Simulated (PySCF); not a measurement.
Consider SiO (charge −1, doublet).

```xyz
2

Si    0.0000    0.0000   -0.5798
O     0.0000    0.0000    1.0142
```

Theory: PBE0/aug-cc-pVDZ-DK/X2C, spin-free X2C-1e, Gaussian nucleus, at a bond length of 1.594 Å (PySCF 2.14.0).

Predict the electron density, electron localisation function and spin density between the atoms.

Si–O (1.59 Å): ρ is about 1.2 e/Å³ halfway; the ELF peaks at about 0.85 between the atoms (a polar covalent bond).
The unpaired spin (1 electron) lies mostly on Si1 (about 0.9) and O2 (about 0.1), in electrons by Hirshfeld's partition.

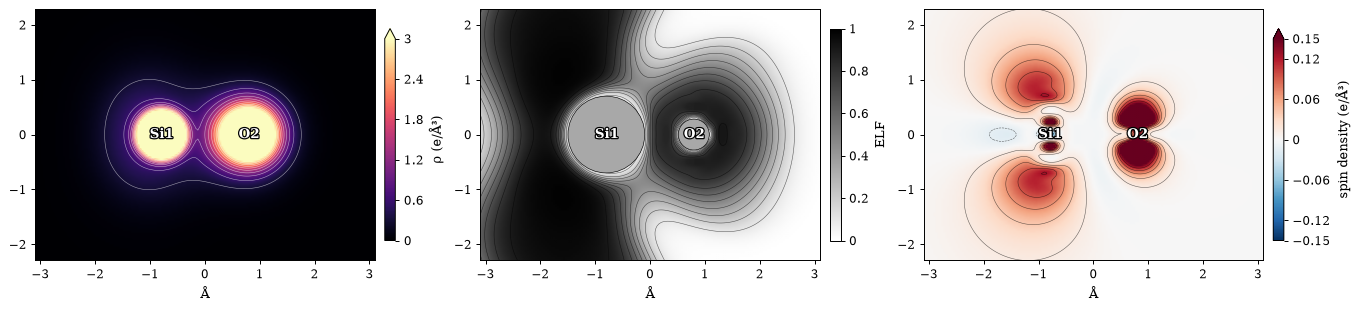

Computed electron density, electron localisation function and spin density on a plane that holds the molecular axis, in this order. Grey discs cover the atomic cores in the ELF map. 
